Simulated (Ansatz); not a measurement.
# The Ir-Pt system: small convex hull, by script

A script is to give a small convex hull; the system is the Ir-Pt system.

The COD entry's cell or inner coordinates are ideal or old and differ from later refinements, so a difference from it is no clean test against experiment.

All numbers are computed with Ansatz 0.2.0 through its Python package. Level of theory: DFT LDA, plane waves, PAW.

## (1) Starting point

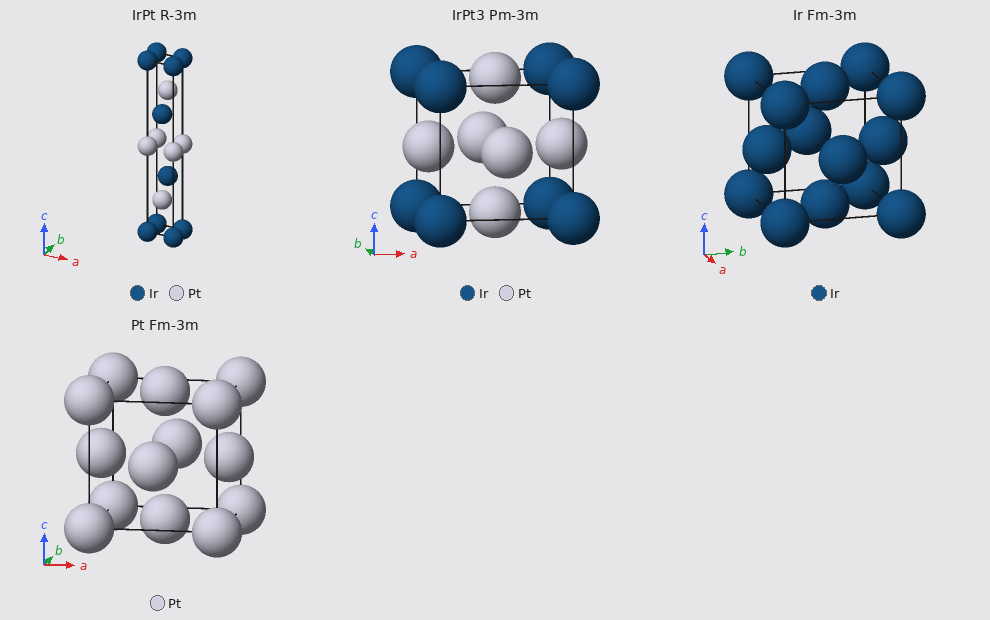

The starting structures, one conventional cell each, each at its own scale.

The script holds or builds the structure itself.

## (2) The script

File hull_irpt.py:

```python
from collections import Counter
import warnings

import ansatz as az
import numpy as np
import pandas as pd

PHASES = {
    "IrPt R-3m": (
        [[1.392425, 0.803917, 4.499697], [-1.392425, 0.803917, 4.499697], [0.0, -1.607834, 4.499697]],
        [
            ("Ir", [0.0, 0.0, 0.0]),
            ("Pt", [0.5, 0.5, 0.5]),
        ],
    ),
    "IrPt3 Pm-3m": (
        [[3.951253, 0.0, 0.0], [0.0, 3.951253, 0.0], [0.0, 0.0, 3.951253]],
        [
            ("Ir", [0.0, 0.0, 0.0]),
            ("Pt", [0.0, 0.5, 0.5]),
            ("Pt", [0.5, 0.0, 0.5]),
            ("Pt", [0.5, 0.5, 0.0]),
        ],
    ),
    "Ir": (
        [[0.0, 1.9156, 1.9156], [1.9156, 0.0, 1.9156], [1.9156, 1.9156, 0.0]],
        [
            ("Ir", [0.0, 0.0, 0.0]),
        ],
    ),
    "Pt": (
        [[0.0, 1.9609, 1.9609], [1.9609, 0.0, 1.9609], [1.9609, 1.9609, 0.0]],
        [
            ("Pt", [0.0, 0.0, 0.0]),
        ],
    ),
}


def build(vectors, sites):
    crystal = az.Crystal(lattice=az.Lattice.of(vectors))
    for symbol, position in sites:
        crystal = crystal.atom(symbol, position)
    return crystal


def solve(name, crystal):
    calc = (
        crystal.calculation()
        .basis(18 * az.Ha)
        .functional("lda")
        .kpoints(spacing=0.27)
        .occupations("fermi_dirac", width=0.05)
    )
    calc = calc.relax(force_tolerance=0.01, fix_cell=["shape"])
    return calc.run()


def counts(outcome):
    return Counter(site.symbol for site in outcome.lattice.sites)

def formation_energy(outcome, mu):
    n = counts(outcome)
    return (outcome.report["energy_sigma0_ev"] - sum(k * mu[element] for element, k in n.items())) / sum(n.values())

warnings.simplefilter("ignore", az.DeckWarning)

phases = {name: build(*cell) for name, cell in PHASES.items()}

done = {}
for name, crystal in phases.items():
    done[name] = solve(name, crystal)
    print(f"{name}: {done[name].report['energy_sigma0_ev']:.4f} eV, {len(done[name].lattice.sites)} atoms")

references = {"Ir": "Ir", "Pt": "Pt"}
mu = {element: done[name].report["energy_sigma0_ev"] / len(done[name].lattice.sites) for element, name in references.items()}
points = sorted((counts(o)["Pt"] / len(o.lattice.sites), formation_energy(o, mu), name) for name, o in done.items())

hull = []
for x, e, _ in points:
    while len(hull) > 1 and (hull[-1][0] - hull[-2][0]) * (e - hull[-2][1]) - (hull[-1][1] - hull[-2][1]) * (x - hull[-2][0]) <= 0:
        hull.pop()
    hull.append((x, e))
rows = [(name, x, e, e - np.interp(x, *zip(*hull))) for x, e, name in points]
print(pd.DataFrame(rows, columns=["phase", "x(Pt)", "E_form (eV/atom)", "above hull (eV/atom)"]).round(4).to_string(index=False))
print("on the hull of these phases:", ", ".join(row[0] for row in rows if row[3] < 1e-6))
```

## (3) Running it

Launch:

```console
$ python hull_irpt.py
```

What it wrote:

```text
IrPt R-3m: -23908.2275 eV, 2 atoms
IrPt3 Pm-3m: -48398.0524 eV, 4 atoms
Ir: -11663.3649 eV, 1 atoms
Pt: -12244.9970 eV, 1 atoms
      phase  x(Pt)  E_form (eV/atom)  above hull (eV/atom)
         Ir   0.00            0.0000                0.0000
  IrPt R-3m   0.50            0.0672                0.0672
IrPt3 Pm-3m   0.75            0.0759                0.0759
         Pt   1.00            0.0000                0.0000
on the hull of these phases: Ir, Pt
```

Wall time 39 s (1 thread of Arm Neoverse V2, shared host); peak memory 0.52 GiB.

Lines on the test bed's own set-up are left out of the output.

## (4) Run by run

From the records of these 4 runs:

| run | system | space group at the end | energy (eV/atom) | from the elements (meV/atom) | final volume (Å³/atom) | pressure (GPa) | SCF cycles in all | CPU time (s) |
| --- | --- | --- | --- | --- | --- | --- | --- | --- |
| 1 | IrPt (2 atoms) | R-3m | -11954.1138 | 67.2 | 14.29 | -0.01 | 41 | 19 |
| 2 | IrPt3 (4 atoms) | Pm-3m | -12099.5131 | 75.9 | 14.53 | 0.00 | 42 | 14 |
| 3 | Ir (1 atom) | Fm-3m | -11663.3649 | 0.0 | 13.86 | 0.01 | 21 | 2.3 |
| 4 | Pt (1 atom) | Fm-3m | -12244.9970 | 0.0 | 14.75 | 0.03 | 24 | 3 |

Energies are extrapolated to zero smearing width, as in the script. Totals carry meaning only in balanced differences at one level of theory.

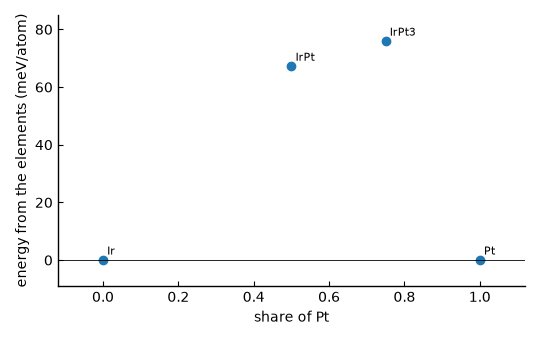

Energy from the elements against composition.

## (5) Path of the relaxation of run 3

Relaxation path:

```
step  E - E(step 1) (eV/cell)  largest force component (eV/Å)  pressure (GPa)  volume (Å³)
   1                   0.0000                          0.0000           -5.61        14.06
   2                   0.0088                          0.0000           11.41        13.50
   3                  -0.0036                          0.0000           -0.30        13.87
   4                  -0.0036                          0.0000            0.01        13.86
   5                  -0.0036                          0.0000            0.01        13.86
```

Step 1 is the start. Step 5 repeats the geometry before it on a plane-wave basis chosen anew for that cell, so its energy need not be comparable with the rows above. Step 2 was tried and not accepted.

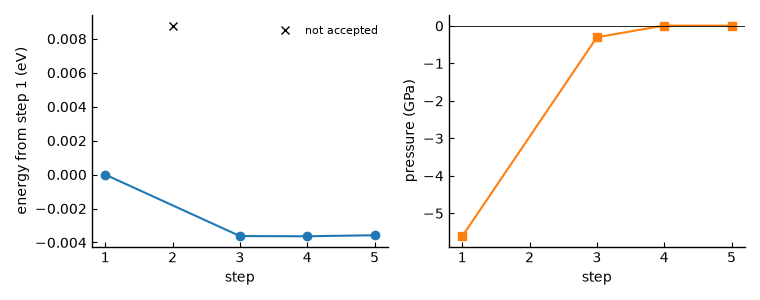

Energy and pressure along the relaxation.

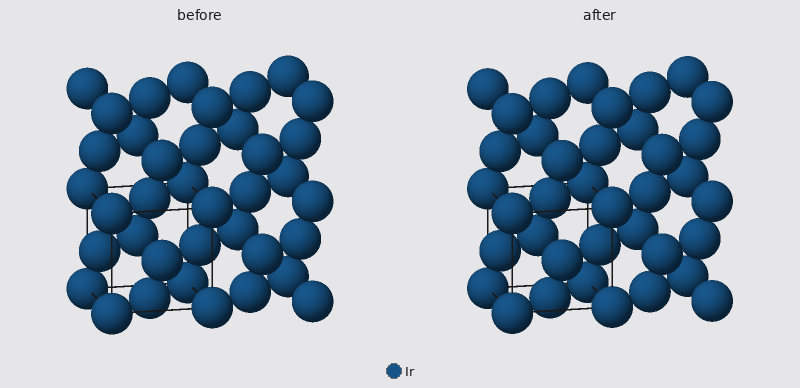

Before and after, at one scale. The change is too small to see at this scale.

Lengths and angles in the start's conventional setting:

|  | before | after | change |
| --- | --- | --- | --- |
| a (Å) | 3.831 | 3.813 | -0.5 % |
| b (Å) | 3.831 | 3.813 | -0.5 % |
| c (Å) | 3.831 | 3.813 | -0.5 % |
| volume (Å³/atom) | 14.06 | 13.86 | -1.4 % |
| shortest distance (Å) | 2.709 | 2.696 | -0.5 % |
| space group (0.01 Å) | Fm-3m | Fm-3m | same |

Forces and stress were held to the start's 48 operations: a distortion of lower symmetry was not tested.

## (6) Path of the relaxation of run 4

The steps of the relaxation:

| step | energy from step 1 (eV/cell) | largest force component (eV/Å) | pressure (GPa) | volume (Å³) |
| --- | --- | --- | --- | --- |
| 1 | 0.0000 | 0.0000 | -6.48 | 15.08 |
| 2 | 0.0193 | 0.0000 | 14.51 | 14.14 |
| 3 | -0.0069 | 0.0000 | -0.61 | 14.78 |
| 4 | -0.0069 | 0.0000 | 0.03 | 14.75 |
| 5 | -0.0069 | 0.0000 | 0.03 | 14.75 |

Step 1 is the start. Step 5 repeats the geometry before it on a plane-wave basis chosen anew for that cell, so its energy need not be comparable with the rows above. Step 2 was tried and not accepted.

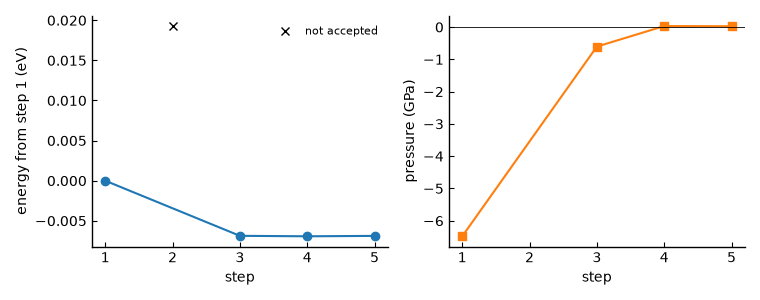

Energy and pressure along the relaxation.

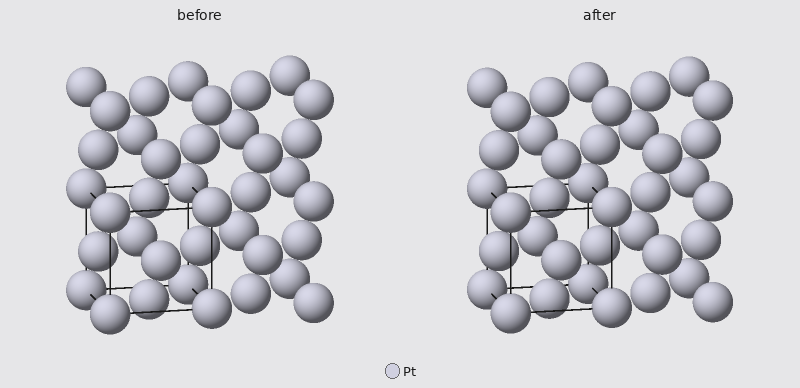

The structure before (left) and after (right) the relaxation, drawn at the same scale. The change is too small to see at this scale.

Lengths and angles in the start's conventional setting:

|  | before | after | change |
| --- | --- | --- | --- |
| a (Å) | 3.922 | 3.893 | -0.7 % |
| b (Å) | 3.922 | 3.893 | -0.7 % |
| c (Å) | 3.922 | 3.893 | -0.7 % |
| volume (Å³/atom) | 15.08 | 14.75 | -2.2 % |
| shortest distance (Å) | 2.773 | 2.753 | -0.7 % |
| space group (0.01 Å) | Fm-3m | Fm-3m | same |

The run keeps the 48 symmetry operations of the start, so it could not have lowered the symmetry.

## (7) Results

```
                                 quantity        value
              on the hull of these phases       Ir, Pt
                            runs compared            4
 energy of IrPt (run 1) from the elements  67 meV/atom
energy of IrPt3 (run 2) from the elements  76 meV/atom
```

Among these few phases the hull runs through Ir, Pt; other phases, not tried, may lie lower. No cell tried lies below the elements: the best, IrPt, is 67 meV/atom above them. Temperature and entropy of mixing are left out. In run 3, the volume shrank by 1.4 % over 2 moves, and the space group stayed Fm-3m. In run 4, over 2 moves the cell shrank by 2.2 % in volume, and the space group stayed Fm-3m. What to keep in mind:
- For the metals among these cells the mesh is coarse, so their volumes and pressures are rough.
- Atoms and volume are relaxed with the cell's shape held, which in cells of lower than cubic symmetry can hide stresses and shift volumes.
- Spin-orbit coupling, which matters for elements this heavy, is left out.
- Differences under about 40 meV an atom lie within the error of mesh and functional, so such verdicts may flip; only the cells listed enter the hull. Whether this is the phase that is stable at ambient conditions was not tested.
